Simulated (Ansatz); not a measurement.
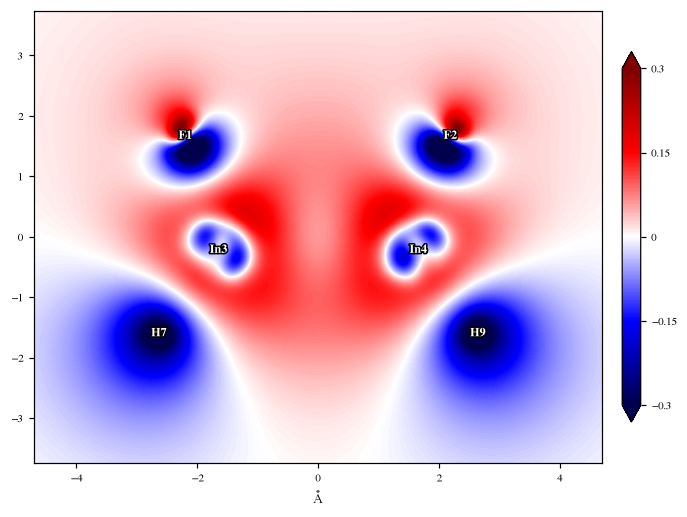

The picture shows: F2H4In2O2. The LUMO on the plane of atoms F1, In3 and H7 (values in Å⁻³ᐟ²; the overall sign is arbitrary).

Geometry: PBE0-D4/def2-SVP; core potentials replace the inner electrons of In.

These are results of isolated molecule in a Gaussian basis; Kohn-Sham density functional theory, functional PBE0 (Ansatz), not measurements.

```
atom    x (Å)    y (Å)    z (Å)
   F  -0.0683  -1.3963  -2.3285
   F  -2.4081   1.2192   0.3016
  In   1.1010  -0.9700  -0.8119
  In  -0.6627   1.0013   1.1707
   O  -0.2982  -1.0961   0.8246
   O   0.6549   1.1216  -0.5327
   H   2.6930  -1.4818  -0.5305
   H  -1.1049  -1.5683   0.5764
   H  -0.1228   1.6651   2.6347
   H   0.2161   1.5054  -1.3045
```

**Describe this orbital and give its energy.**

Its weight (Hirshfeld) is mainly on In3 (about 25 %), In4 (about 25 %), H7 (about 10 %), H9 (about 10 %), O5 (about 5 %) and O6 (about 5 %). Its energy is −1.52 eV.
